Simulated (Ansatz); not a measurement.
**BF3H2O: up Jacob's ladder to CCSD(T)**

Aim: compute BF3H2O with functionals from several rungs and with coupled cluster, and see how far each lands from CCSD(T) at the basis-set limit for the atomisation energy.

The runs use Ansatz 0.2.0, Gaussian basis; functionals in def2-TZVPP, the program's frozen cores in correlated methods.

Levels to be run: LDA (SPW92), PBE-D4, revPBE-D4, BLYP-D4, r2SCAN-D4, B97M-V, PBE0-D4, B3LYP-D4, r2SCANh-D4, r2SCAN0-D4, HSE06-D4, BHLYP-D4, CAM-B3LYP-D4, LC-ωPBE, ωB97X-V, ωB97M-V, B2PLYP, PBE-QIDH; CCSD(T)/def2-SVP; CCSD(T)/def2-TZVPP; CCSD(T)/def2-QZVPP; extrapolation to the limit; RPA on PBE.

## 1. Structure used throughout

The geometry comes from an earlier relaxation with PBE0-D4 in a triple-zeta def2 set; it is a stationary point, not always the lowest conformer.

SMILES `[OH2+][B-](F)(F)F`, 7 atoms, charge 0, spin multiplicity 1.

Atoms are counted from 1 here; the program's logs count them from 0.

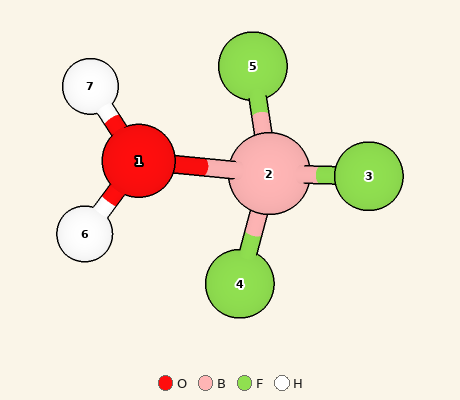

The structure; oxygen red, boron pink, fluorine green, hydrogen white; atoms are numbered from 1 in the order of the file.

As a file:

```xyz
7
BF3H2O
O    -0.68428    0.70336    0.31862
B     0.60724   -0.46379   -0.02173
F     1.35258   -0.40843    1.08712
F    -0.12751   -1.58446   -0.20168
F     1.13454    0.09073   -1.13616
H    -1.52868    0.23709    0.29865
H    -0.69261    1.35740   -0.39062
```

## 2. LDA

This LDA is Slater exchange with PW92 correlation.

The input, in.yaml:

```yaml
crystal:
  periodic: [false, false, false]
  atoms:
    - {symbol: O, position_ang: [-0.684276, 0.703358, 0.318622]}
    - {symbol: B, position_ang: [0.607239, -0.463789, -0.021729]}
    - {symbol: F, position_ang: [1.352584, -0.408435, 1.087122]}
    - {symbol: F, position_ang: [-0.127505, -1.584458, -0.201681]}
    - {symbol: F, position_ang: [1.134544, 0.090734, -1.136160]}
    - {symbol: H, position_ang: [-1.528676, 0.237087, 0.298648]}
    - {symbol: H, position_ang: [-0.692611, 1.357402, -0.390621]}
basis:
  gaussian: {orbitals: def2-TZVPP}
hamiltonian: {xc: lda}
output: {orbitals: {seedname: orbitals}}
```

Command:

```bash
$ ansatz run in.yaml --threads 2 --pin off --events-out ev --progress --plain --max-ram 32768MiB --backend cpu
```

The runs that follow: PBE-D4 (GGA); revPBE-D4 (GGA); BLYP-D4 (GGA); r2SCAN-D4 (meta-GGA); B97M-V (meta-GGA); B3LYP-D4 (hybrid); r2SCANh-D4 (hybrid); r2SCAN0-D4 (hybrid); HSE06-D4 (hybrid); BHLYP-D4 (hybrid); CAM-B3LYP-D4 (range-separated); LC-ωPBE (range-separated); ωB97X-V (range-separated); ωB97M-V (range-separated); B2PLYP (double hybrid); PBE-QIDH (double hybrid); CCSD(T) in def2-SVP; CCSD(T) in def2-TZVPP; CCSD(T) in def2-QZVPP; RPA on PBE orbitals.

Q: Predict the results of all the runs planned. Wanted: atomisation energy, CCSD(T)/CBS; farthest beyond LDA; mean size of error, GGA; mean size of error, meta-GGA; mean size of error, hybrid; mean size of error, range-separated; mean size of error, double hybrid; gap, smallest and largest; T1 diagnostic.

As calculated:

| quantity | value |
| --- | --- |
| atomisation energy, CCSD(T)/CBS | 711.5 kcal/mol |
| functionals within 3.6 kcal/mol (0.5 %) | BLYP-D4, r2SCAN-D4, B97M-V, CAM-B3LYP-D4, LC-ωPBE, ωB97M-V |
| farthest beyond LDA | BHLYP-D4 (-36.7 kcal/mol) |
| mean size of error, GGA | 9.4 kcal/mol |
| mean size of error, meta-GGA | 2.4 kcal/mol |
| mean size of error, hybrid | 13.9 kcal/mol |
| mean size of error, range-separated | 2.6 kcal/mol |
| mean size of error, double hybrid | 8.3 kcal/mol |
| gap, smallest and largest | 7.31 eV (BLYP-D4), 15.57 eV (LC-ωPBE) |
| T1 diagnostic | 0.0109 |
| triples share of the correlation energy | 2.8 % |

**Reading.** The LDA atomisation energy is off by 119.5 kcal/mol (17 %): it overbinds. PBE-D4 misses by +13.7 kcal/mol. Double hybrids carry the basis error of their MP2 part in triple zeta, and no dispersion term here, so their miss is partly the set-up's. The rungs meta-GGA, range-separated miss on average by less than the doubt on the reference (3.6 kcal/mol), so they tie; hybrid functionals have the largest mean beyond LDA (13.9 kcal/mol), BHLYP with half exact exchange included. The reference freezes the cores and leaves out relativity and excitations past (T), so misses under about 3.6 kcal/mol can't be ranked. Hartree-Fock recovers 73 % of the binding; the rest is correlation. CCSD(T) in def2-SVP is off by -33.1 kcal/mol, so the small basis spoils what the method gains. The gap grows from 7.3 to 15.6 eV across the functionals, mostly with the share of exact exchange.
